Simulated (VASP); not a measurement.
Band structure of NaH (rock salt). These are PBE GGA with D3 dispersion (Becke-Johnson damping), VASP's PBE PAW potentials (set 64) (plane waves; VASP) values and carry that method's errors.

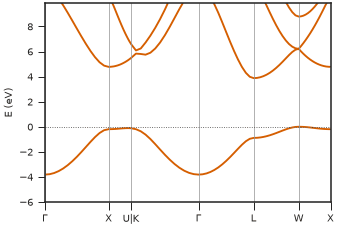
Figure: Bands along high-symmetry lines, zero at the valence-band maximum or, without a gap, the Fermi level

**Question.** Read the plot: is there a gap, and where are the band edges?

**Answer.** The gap is indirect, 3.88 eV, from the valence maximum at W to the conduction minimum at L. (Edges off the drawn lines would not show.)

The compound is NaH in the rock salt structure. It was relaxed first, which changed the volume by -9 %.
